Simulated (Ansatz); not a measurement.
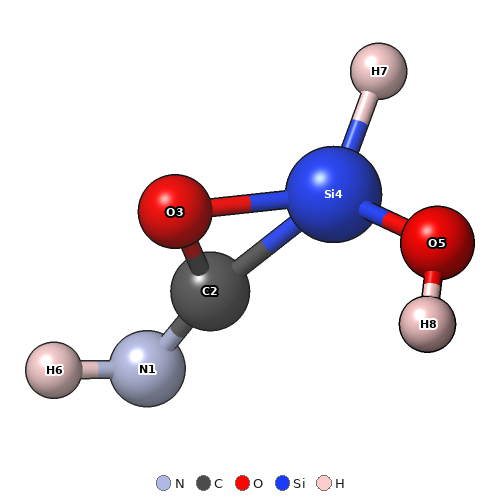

The system is CH₃NO₂Si, SMILES N=C1O[SiH]1O; the picture shows the reference structure. 
- First axis: dihedral H6–N1–C2–O3. Second axis: dihedral C2–Si4–O5–H8.
- Nothing is relaxed (all other coordinates rigid).
- The grid has 18 × 18 points.
- Points are written as (first, second).
- Energies are in eV, from the lowest grid point.
- The dihedral twists a double bond; near 90° a spin-restricted reference is unreliable.
- The calculation used RKS BHLYP-D4/def2-SVP in Ansatz 0.2.0.

Its coordinates:

```xyz
8

N    -0.5787    2.0081    0.5030
C    -0.0666    0.9040    0.2623
O     0.4106   -0.0958    1.1107
Si    0.5810   -0.5848   -0.5010
O    -0.3110   -1.8232   -1.0562
H    -0.6304    2.1739    1.5077
H     1.9286   -0.7570   -1.0318
H    -1.2413   -1.8824   -0.8504
```

Range: dihedral H6–N1–C2–O3 from −180 to 160°; dihedral C2–Si4–O5–H8 from −180 to 160°.

Question: What will the energy surface look like?

Answer: The lowest grid point is at (0°, −20°). There are further wells near (−180°, −20°) (0.06 eV above the lowest at that grid point); (0°, −180°) (0.12 eV above the lowest at that grid point); (−180°, −180°) (0.17 eV above the lowest at that grid point). The highest grid point, (100°, 100°), lies 1.68 eV above the lowest. On the interpolated surface the easiest way out of the lowest well to the well at about (0°, 175°) passes a barrier of about 0.19 eV. Round the minimum the two coordinates are nearly uncoupled.

```tsv
dihedral C2–Si4–O5–H8 ↓, dihedral H6–N1–C2–O3 →	−160	−120	−80	−40	0	40	80	120	160
140	0.34	1.20	1.59	0.66	0.15	0.65	1.60	1.23	0.35
100	0.40	1.27	1.65	0.71	0.20	0.70	1.66	1.28	0.40
60	0.36	1.24	1.63	0.68	0.16	0.66	1.61	1.24	0.37
20	0.24	1.12	1.52	0.57	0.04	0.54	1.49	1.13	0.25
−20	0.19	1.08	1.48	0.53	0.00	0.50	1.45	1.08	0.19
−60	0.27	1.15	1.56	0.61	0.09	0.59	1.54	1.16	0.27
−100	0.34	1.22	1.63	0.70	0.18	0.68	1.62	1.24	0.36
−140	0.33	1.19	1.60	0.68	0.16	0.65	1.59	1.22	0.34
−180	0.30	1.15	1.56	0.64	0.12	0.62	1.56	1.19	0.31
```

The table holds every second grid line.

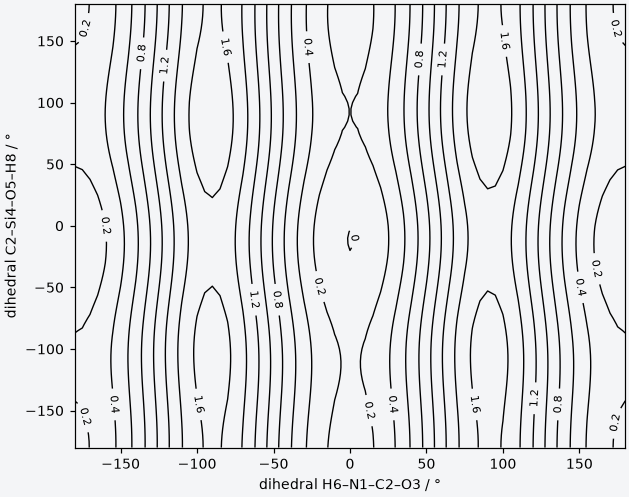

The picture shows contour lines labelled in eV. Between grid points the surface is interpolated.

Each point was launched as `ansatz run input.yaml --threads 1 --pin off --max-ram 2560MiB --backend cpu --events-out ev --progress --plain --runs-dir out`. The whole map (324 points run) took 36 min on 1 thread of Arm Neoverse N1, with other jobs on the host.
